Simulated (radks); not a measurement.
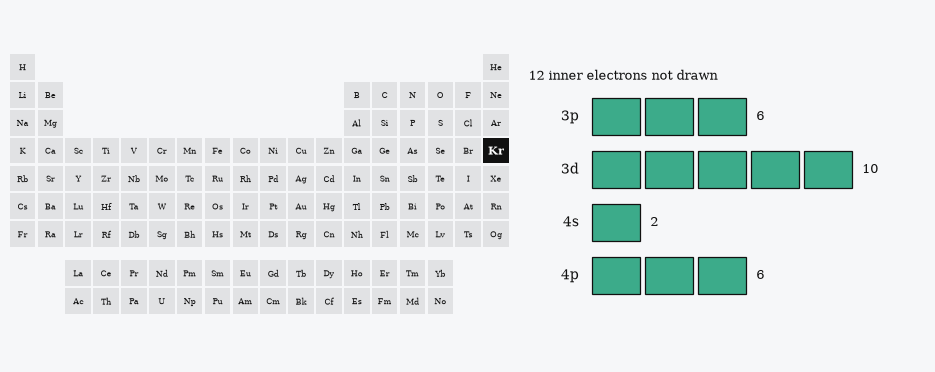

Fig. 1: Left, the place of krypton in the periodic table; right, the outer shells as the input fills them: a box for each of the 2l + 1 orbitals, shaded by the share of the shell that is filled, with the electron count at the right.

Run report: Kr, atomic calculation

System: Kr, configuration [Kr].
Method: Dirac Kohn-Sham, BLYP, spin-unpolarised, spherical densities, finite nucleus (radks).

### The input
```
Z 36
configuration [Kr]
relativity Dirac
functional b88,lyp
spin unpolarised
j_filling energy
nucleus finite rms 4.1884 fm
c 137.035999084
history 1
mixing 0.05
max_iterations 84
```

Energies in input and log are in hartree, lengths in bohr (the nuclear radius in fm).

Launched within a batch (the task file carries these settings):
```bash
python <driver script> task.json out
```

### Log
```
1s1/2   1   2.0000        -520.17862669
2s1/2   1   2.0000         -68.48620125
2p1/2   1   2.0000         -61.90322305
2p3/2   1   4.0000         -59.92393369
3s1/2   1   2.0000          -9.68841741
3p1/2   1   2.0000          -7.36454446
3p3/2   1   4.0000          -7.07329000
3d3/2   1   4.0000          -3.02006827
3d5/2   1   6.0000          -2.97217573
4s1/2   1   2.0000          -0.84500155
4p1/2   1   2.0000          -0.35262693
4p3/2   1   4.0000          -0.32899809
Etot -2790.904322015608
Ekin 2865.830334966722
Encl -6742.595663527325
Eh 1182.9022552347346
Exc -97.04124868973982
err 0.027298188070397373
it 84
```

### What the run reported

| quantity | value |
| --- | --- |
| outcome | not converged |
| total energy | −2790.9043 hartree |
| kinetic energy | 2865.8303 hartree |
| electron–nucleus energy | −6742.5957 hartree |
| Hartree energy | 1182.9023 hartree |
| exchange–correlation energy | −97.041249 hartree |
| SCF iterations | 84 |
| hardware | 1 thread of Arm Neoverse V1, 23 GiB of memory available, shared host |

### Diagnosis

A numerical setting was moved from its usual value: mixing history nhist = 1, mixing factor beta = 0.05. The run did not meet its convergence test in 84 iterations, so its last values are not results.
